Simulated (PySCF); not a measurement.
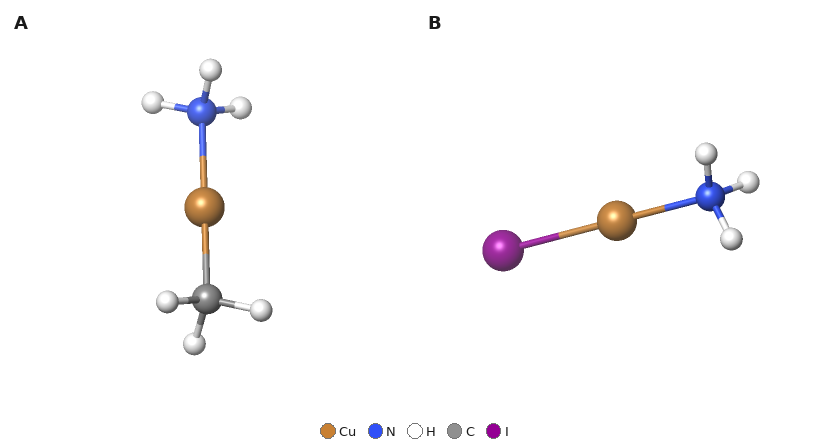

Two related species, optimised with PBE0-D3(BJ)/def2-SVP; properties computed with PySCF 2.14.0. Both: charge 0, singlet.

Question: Identify both.

Answer: A is Cu(NH3)Me, B is Cu(NH3)I.

Compare them. With PBE0/def2-SVPD: dipole moment (D), HOMO–LUMO gap (eV), HOMO energy (Kohn–Sham orbital) (eV), lowest vertical singlet excitation (eV), mean static polarisability (bohr³). With PBE0-D3(BJ)/def2-SVP: mean N–Cu length (Å), mean N–H length (Å).

```tsv
quantity	A	B
dipole moment (D)	6.56	9.18
HOMO–LUMO gap (eV)	4.77	4.95
HOMO energy (Kohn–Sham orbital) (eV)	−5.34	−6.04
lowest vertical singlet excitation (eV)	3.91	3.99
mean static polarisability (bohr³)	56.5	73.5
mean N–Cu length (Å)	1.979	1.957
mean N–H length (Å)	1.021	1.021
```

Each is one conformer, and no frequency run is at hand to confirm it as a minimum.
